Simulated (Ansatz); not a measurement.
**Computed scan of one atom of the cell: PtS2 (CdI2 type)**

Starting cell, PtS2 (CdI2 type):

```
PtS2
1.0
    3.58366     0.00000     0.00000
   -1.79183     3.10354     0.00000
    0.00000     0.00000     4.65604
Pt S
1 2
Direct
  0.00000   0.00000   0.00000
  0.66667   0.33333   0.25904
  0.33333   0.66667   0.74096
```

Scan: atom 2 (S, nearest neighbour Pt at 2.395 Å; its periodic images, 3.6 Å or more away, move with it) is displaced towards the nearest neighbour, direction (-0.748, -0.432, -0.504) in Cartesian axes, by s. The other atoms stay.

All values below come from PBE-D3(BJ) (plane waves to 420 eV, PAW, scalar-relativistic; Ansatz, a quantum-chemistry and plane-wave program). k mesh 12×12×8 (Γ-centred), Fermi-Dirac smearing 0.05 eV. Energies are smeared free energies. With partly filled bands, energies and forces of such displacements shift with the k mesh and the smearing. At this level the bands of PtS2 touch or barely overlap; measurements give the solid a gap. PtS2 is run without spin polarisation. PtS2 was relaxed with its symmetry unable to fall. Spin-orbit coupling is left out, though Pt is heavy. The PAW data are Ansatz's earlier set. ΔE is measured from the undisplaced structure.

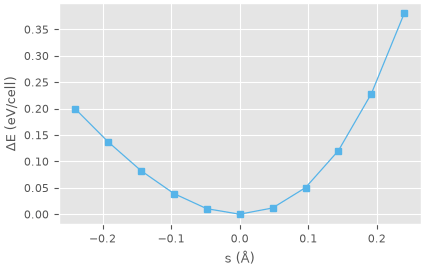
ΔE (eV/cell) against s (Å); one marker a computed point.

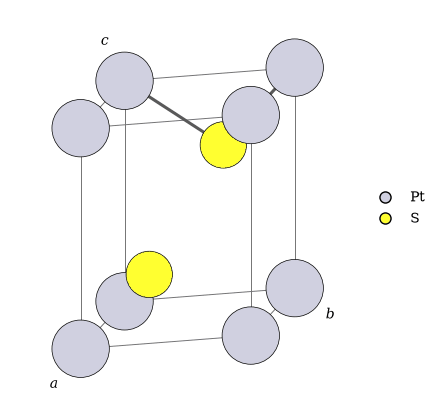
*The cell of the calculation at s = 0.240 Å.*

The energy at s = 0.240 Å is 380 meV/cell, the force along the line at s = -0.240 Å is 1.36 eV/Å and the force constant k = d²E/ds² at s = 0 (finite differences) is 9.63 eV/Å². Shape of the curve: a single well with its minimum at or next to zero displacement. Symmetry of the curve: not even: the positive side lies higher at ±0.240 Å.

The forces along the line at the two nearest points give (0.421 − (-0.507)) / (2·0.048) = 9.67 eV/Å²; the next pair corrects for the finite step.

(A displaced cell: forces are minus the slopes of the energy, force constants its curvatures, and phonons follow from these.)
